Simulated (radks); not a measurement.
## Atomic calculation, with input and output: Rh⁴⁺

The rhodium ion Rh⁴⁺ in the configuration [Kr] 4d5 (open shells shared over both j by 2j + 1). Computed at this level: Dirac Kohn-Sham, PBE, spin-unpolarised, spherical densities, finite nucleus (the in-house radial solver radks).

**Log**
```
1s1/2   1   2.0000        -848.17086405
2s1/2   1   2.0000        -124.66251195
2p1/2   1   2.0000        -115.57077082
2p3/2   1   4.0000        -110.25644107
3s1/2   1   2.0000         -23.91706786
3p1/2   1   2.0000         -20.35919237
3p3/2   1   4.0000         -19.44423186
3d3/2   1   4.0000         -13.14805024
3d5/2   1   6.0000         -12.96749777
4s1/2   1   2.0000          -4.96093793
4p1/2   1   2.0000          -3.86080599
4p3/2   1   4.0000          -3.70966487
4d3/2   1   2.0000          -2.01761232
4d5/2   1   3.0000          -1.99784004
Etot -4781.030390811245
Ekin 4984.554515419179
Encl -11494.12546310645
Eh 1865.6129780461579
Exc -137.07242117013197
err 7.379674731635999e-09
it 14
```

**Orbitals**

| orbital | occupation | energy (eV) | ⟨r⟩ (bohr) | outer maximum (bohr) |
| --- | --- | --- | --- | --- |
| 1s | 2 | −23079.9 | 0.03263 | 0.0212 |
| 2s | 2 | −3392.2 | 0.1416 | 0.120 |
| 2p1/2 | 2 | −3144.8 | 0.1203 | 0.0929 |
| 2p3/2 | 4 | −3000.2 | 0.1252 | 0.0970 |
| 3s | 2 | −650.817 | 0.3903 | 0.352 |
| 3p1/2 | 2 | −554.002 | 0.3829 | 0.338 |
| 3p3/2 | 4 | −529.105 | 0.3936 | 0.348 |
| 3d3/2 | 4 | −357.777 | 0.3681 | 0.290 |
| 3d5/2 | 6 | −352.864 | 0.3716 | 0.292 |
| 4s | 2 | −134.994 | 0.9664 | 0.878 |
| 4p1/2 | 2 | −105.058 | 1.034 | 0.921 |
| 4p3/2 | 4 | −100.945 | 1.061 | 0.944 |
| 4d3/2 | 2 | −54.902 | 1.301 | 1.08 |
| 4d5/2 | 3 | −54.364 | 1.311 | 1.09 |

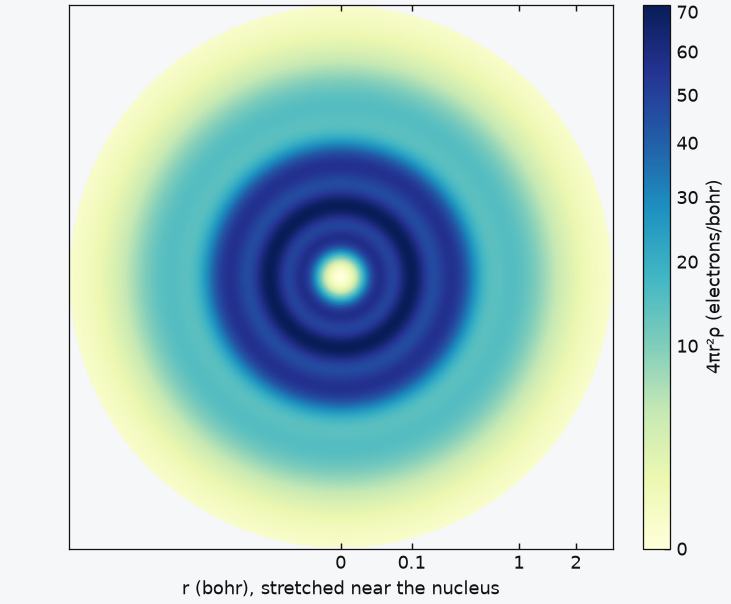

*The radial density 4πr²ρ as a disc about the nucleus, with the radius drawn as r to the power 0.4.*

There are 4 maxima, at r = 0.0229, 0.101, 0.309 and 0.902 bohr, parted by minima at 0.0460, 0.199 and 0.715 bohr, inside which lie 2.1, 11.1 and 29.1 electrons. The outermost maximum rises little above the minimum before it.

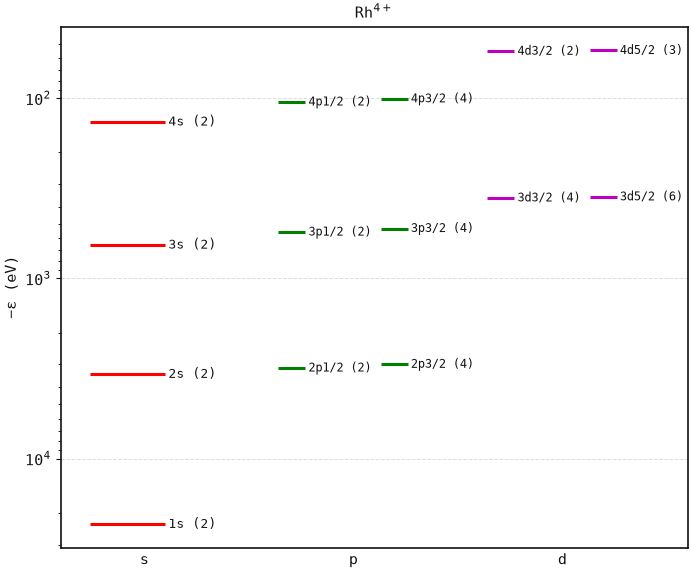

*All occupied levels, on a logarithmic scale of binding energy, are drawn (occupations in brackets, the lower j at the left of each column).*

The highest occupied level is 4d5/2 at −54.4 eV. The highest 4 occupied levels, from the top down, are 4d5/2 (−54.4 eV), 4d3/2 (−54.9 eV), 4p3/2 (−100.9 eV), 4p1/2 (−105.1 eV). Spin-orbit splittings: 4d 0.538 eV, 4p 4.11 eV, 3d 4.91 eV, 3p 24.9 eV.

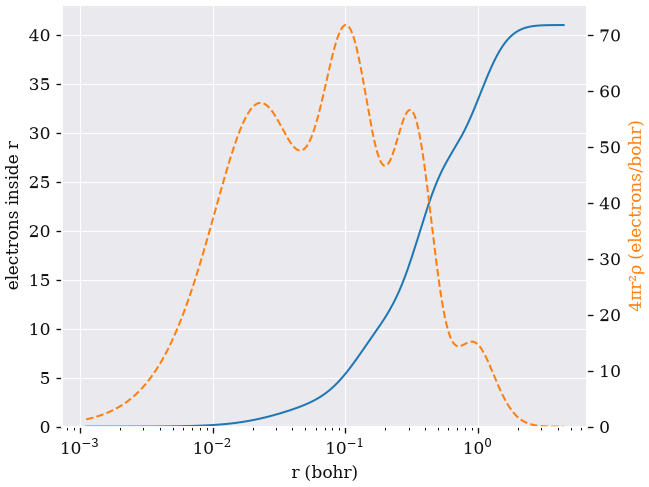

*The number of electrons inside radius r (solid) and the radial density 4πr²ρ (dashed).*

The count levels off at 41 electrons. Half of them lie within 0.377 bohr, 90 % within 1.28 bohr and 99 % within 2.15 bohr. The radial density has minima at 0.0460, 0.199 and 0.715 bohr, where the count stands at 2.1, 11.1 and 29.1; these part the shells that the density resolves.

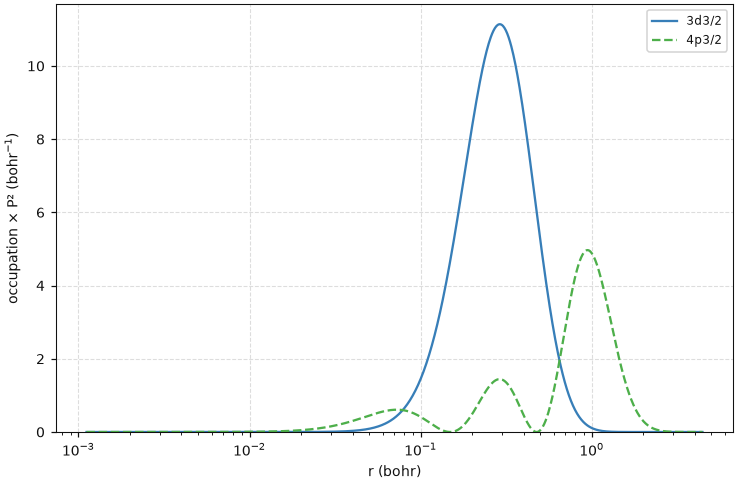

*The radial probability densities P² (large components) of 3d3/2 and 4p3/2, each times its occupation.*

3d3/2: outer maximum at 0.290 bohr, ⟨r⟩ = 0.368 bohr, 0 nodes, eigenvalue −357.8 eV; 4p3/2: outer maximum at 0.944 bohr, ⟨r⟩ = 1.06 bohr, 2 nodes, eigenvalue −100.9 eV.

**Input**
```
Z 45
configuration [Kr] 4d5
relativity Dirac
functional pbe,pbe
spin unpolarised
j_filling average
nucleus finite rms 4.4945 fm
c 137.035999084
```

Energies in input and log are in hartree, lengths in bohr (the nuclear radius in fm).

**Key numbers**

- outcome: converged
- total energy: −4781.0304 hartree
- kinetic energy: 4984.5545 hartree
- electron–nucleus energy: −11494.1255 hartree
- Hartree energy: 1865.6130 hartree
- exchange–correlation energy: −137.072421 hartree
- radius at density 0.001 e/bohr³: 2.98 bohr
- SCF iterations: 14
- hardware: 1 CPU thread, shared host
